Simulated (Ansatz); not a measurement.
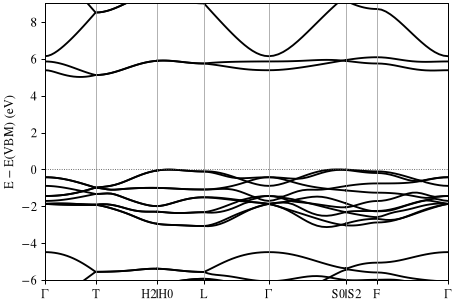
Figure. Band structure from DFT-PBEsol in the program Ansatz with PAW potentials

Problem. Read off the gap and where the band edges lie.

Solution. About 5.0 eV (5.02 eV by a search for the band edges); maximum on the Γ–S0 line, 87 % of the way from Γ, minimum on the Γ–T line, 70 % of the way from Γ.

The material is MgCO3 in space group R-3c (No. 167; Mg on 6b, C on 6a, O on 18e).

The workflow started from a Materials Project entry (that database holds measured and hypothetical structures alike); the Crystallography Open Database files this formula in space group No. 167, but the cells were not matched. Whether it is the stable phase at ambient conditions was not checked. The PBEsol relaxation kept the symmetry of its start; whether a distortion lowers the energy is not shown.

Potentials: the later of the program's two PAW sets.
